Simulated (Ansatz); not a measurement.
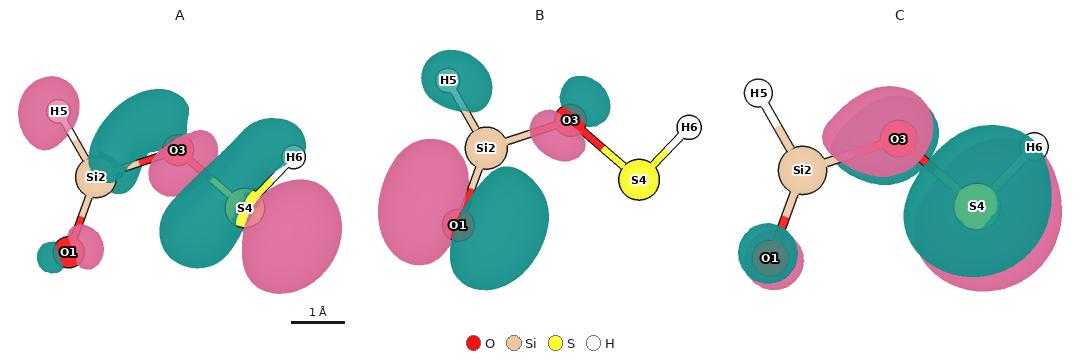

Figure 1: H$_{2}$O$_{2}$SSi. Three frontier orbitals at ±0.1 Å⁻³ᐟ² (teal and pink are the two phases), in no order.

Theory: RKS r2SCANh/cc-pVDZ in Ansatz 0.2.0.

```xyz
6

O    -1.6501    1.3383   -0.6926
Si   -0.1552    0.9753   -0.6285
O     0.5404   -0.3166    0.1528
S    -0.4201   -1.4520    1.0232
H     1.0241    1.6492   -1.2184
H     0.6609   -2.1941    1.3634
```

### Which picture is the HOMO−1, the HOMO and the LUMO?

B is the HOMO−1 (−7.66 eV). It lies mainly on O1 (about 75 %); it is symmetric in the molecular plane (an in-plane orbital: σ, lone-pair or in-plane π type); largely a lone pair of O1. C is the HOMO (−6.69 eV). It lies mainly on S4 (about 75 %) and O3 (about 15 %); it changes sign across the molecular plane (π type). A is the LUMO (−2.05 eV). It lies mainly on S4 (about 60 %), O3 (about 25 %) and Si2 (about 10 %); it is symmetric in the molecular plane (an in-plane orbital: σ, lone-pair or in-plane π type).

### What is the HOMO–LUMO gap?

4.64 eV between the orbital energies.
